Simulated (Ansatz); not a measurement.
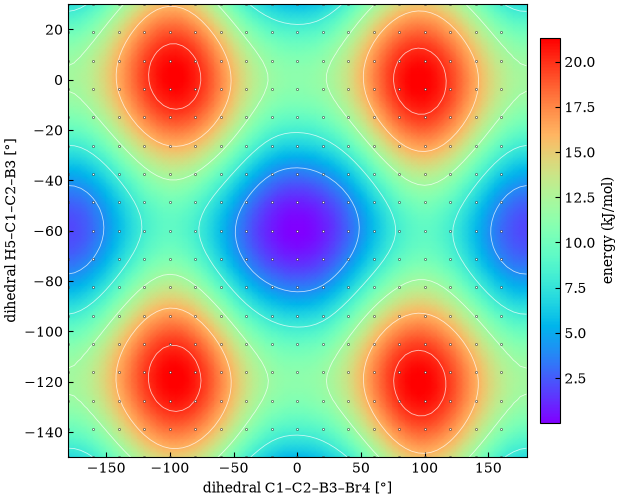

C₂H₅BBr, SMILES CC[B]Br, spin multiplicity 2. The first coordinate is: dihedral C1–C2–B3–Br4; the second: dihedral H5–C1–C2–B3. Nothing is relaxed (all other coordinates rigid). The scan uses an 18 × 17 grid. Points are written as (first, second). Energies: kJ/mol, counted from the lowest grid point. The calculation used UKS PBE-D4/def2-SVP (Ansatz).

The picture shows a smooth colour map with a few white contour lines, dots at the grid points. Between grid points the surface is interpolated.

The lowest grid point is at (0°, −60.0°). The energy also falls towards the edge at (0°, −150.0°) (5.5 kJ/mol above the lowest), where a further well may lie outside the range. There is a further well near (−180°, −60.0°) (2.0 kJ/mol above the lowest at that grid point). The highest grid point, (−100°, −116.2°), lies 21.3 kJ/mol above the lowest. On the interpolated surface the easiest way out of the lowest well to the well at (−180°, −60.0°) passes a barrier of about 9.3 kJ/mol. Round the minimum the two coordinates are nearly uncoupled.

The level of theory is changed to UKS PBE0-D4/def2-SVP in Ansatz; with it change the reference geometry, relaxed at the new level; the new grid has 12 × 13 points.

### What will the new map look like?

The minimum (interpolated where it lies between grid points) moves from (0°, −60.0°) to (0°, −60°). The easiest pass out of the lowest well goes from about 9.3 to about 9.2 kJ/mol on the interpolated surfaces.

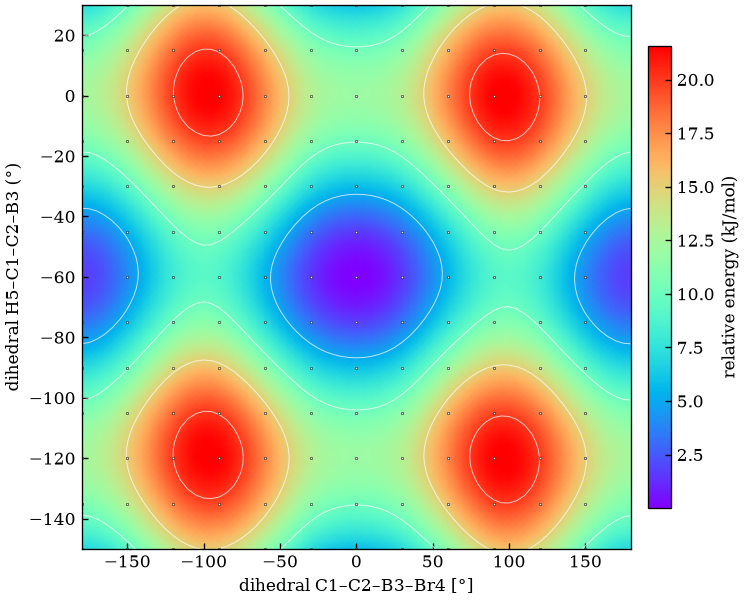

The map after the change, on a colour scale of its own. The picture shows a smooth colour map with a few white contour lines, dots at the grid points. Between grid points the surface is interpolated.
